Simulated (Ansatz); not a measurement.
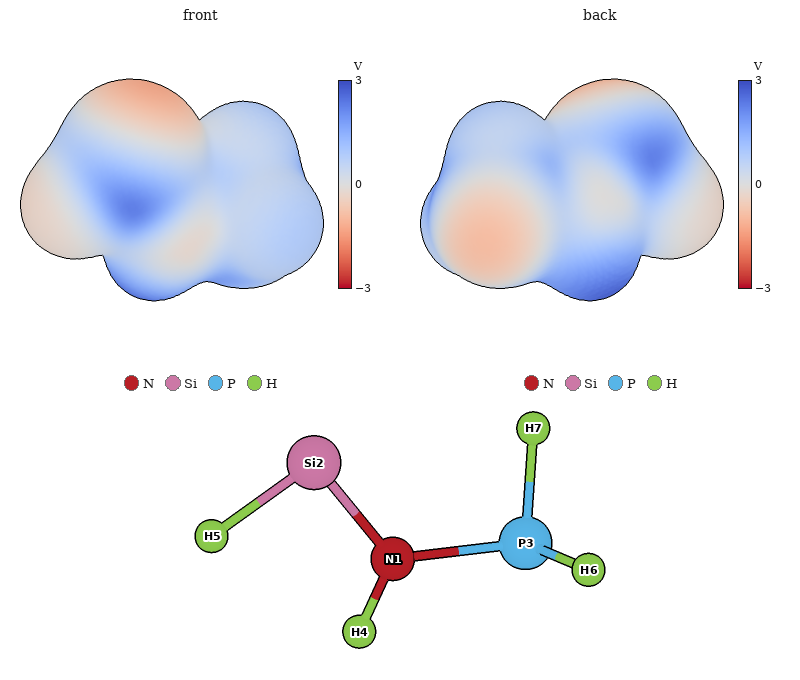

*H₄NPSi. The molecular electrostatic potential painted on the density surface at 0.004 e/bohr³, seen from the front and from behind; red is negative and blue positive. The bare structure is drawn below in the same view.*

All numbers below come from Ansatz, UKS r2SCAN-D4/def2-SVP.

```yaml
atoms:
  - { symbol: N, position_ang: [-0.1863, -0.4973, -0.1645] }
  - { symbol: Si, position_ang: [0.3239, 1.1441, -0.4256] }
  - { symbol: P, position_ang: [0.7670, -1.8383, 0.4461] }
  - { symbol: H, position_ang: [-1.1021, -0.8105, -0.4891] }
  - { symbol: H, position_ang: [-1.0046, 1.5628, -1.0855] }
  - { symbol: H, position_ang: [0.5963, -1.6458, 1.8603] }
  - { symbol: H, position_ang: [2.0182, -1.1458, 0.4427] }
```

**Describe the electrostatic potential map.**

The most negative region (about −1.2 V) lies over Si2, the most positive (about +2.6 V) over H4.
